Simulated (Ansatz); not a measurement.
# SiHClF (SMILES F[SiH]Cl): methods side by side

SiHClF has 4 atoms, charge 0, and is taken as a doublet. SMILES: `F[SiH]Cl`. The coordinates come from a GFN2-xTB relaxation.

```xyz
4

F    -0.9929   -0.3423    1.0625
Si   -0.2049   -0.2232   -0.3474
Cl    1.7326   -0.5466    0.0755
H    -0.5348    1.1122   -0.7905
```

Each level gives the energy change with the F1–Si2 bond stretched from 1.620 to 2.429 Å (eV). The values are calculated.

```json
{"level": "USVWN5/STO-3G", "kind": "LDA", "program": "Ansatz", "value (eV)": "3.60", "less FCI/STO-3G": "+0.75", "CPU time (all runs)": "2.9 s"}
{"level": "UPBE/STO-3G", "kind": "GGA", "program": "Ansatz", "value (eV)": "3.22", "less FCI/STO-3G": "+0.37", "CPU time (all runs)": "5 s"}
{"level": "U-r2SCAN/STO-3G", "kind": "meta-GGA", "program": "Ansatz", "value (eV)": "3.44", "less FCI/STO-3G": "+0.59", "CPU time (all runs)": "15 s"}
{"level": "UPBE0/STO-3G", "kind": "global hybrid", "program": "Ansatz", "value (eV)": "3.51", "less FCI/STO-3G": "+0.66", "CPU time (all runs)": "5.7 s"}
{"level": "U-wB97M-V/STO-3G", "kind": "range-separated hybrid", "program": "Ansatz", "value (eV)": "3.65", "less FCI/STO-3G": "+0.80", "CPU time (all runs)": "82 s"}
{"level": "U-wB97X/STO-3G", "kind": "range-separated hybrid", "program": "Ansatz", "value (eV)": "3.63", "less FCI/STO-3G": "+0.78", "CPU time (all runs)": "28 s"}
{"level": "UB2PLYP/STO-3G", "kind": "double hybrid", "program": "Ansatz", "value (eV)": "3.43", "less FCI/STO-3G": "+0.58", "CPU time (all runs)": "6.3 s"}
{"level": "UCCSDT/STO-3G", "kind": "coupled cluster or CI", "program": "Ansatz", "value (eV)": "2.85", "less FCI/STO-3G": "0.00", "CPU time (all runs)": "3.8 s"}
{"level": "FCI/STO-3G", "kind": "exact in the basis", "program": "Ansatz", "value (eV)": "2.85", "less FCI/STO-3G": "0.00", "CPU time (all runs)": "6.2 s"}
```

FCI/STO-3G is exact within its basis and frozen core, so for wave-function methods in that basis the difference is their error; functionals converge differently with the basis, so for them it is only a difference. The first shape isn't each level's own minimum. The values span 2.85 to 3.65 eV. Spin contamination of the reference (⟨S²⟩ at least 0.1 too high) touches UPBE0/STO-3G, U-wB97M-V/STO-3G, U-wB97X/STO-3G, UB2PLYP/STO-3G, UCCSDT/STO-3G. All rows use very small basis sets, so none should be taken for the real molecule's value. CPU times are rough (shared hosts, several kinds of processor and program).

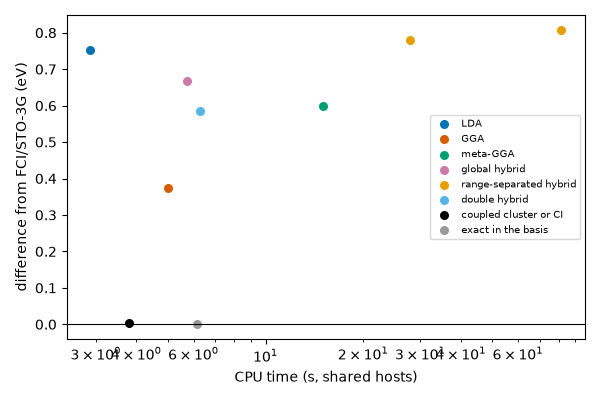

Difference from FCI/STO-3G against processor time, one point a level.
